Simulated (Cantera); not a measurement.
Charge: 1 mol Si, 27 mol HBr, at 60.0 mbar.

These are equilibrium values from Cantera (NASA tables, ideal gas, pure condensed phases), not measurements of a reactor. Candidate condensed phases: Br₂, Si; 19 gas species. The tables' values for SiBr₃ are old estimates; treat these amounts as uncertain. Kinetics and transport are ignored.

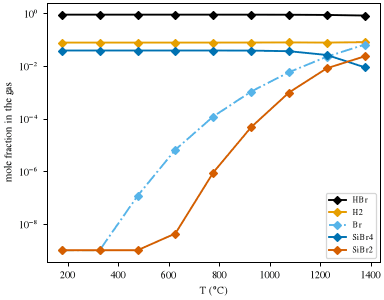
Equilibrium gas composition (values under 1e-9 drawn at 1e-9)

From 177 °C to 1377 °C nothing is condensed. The main Si-bearing gas is SiBr₄ at 177 °C and SiBr₂ at 1377 °C.
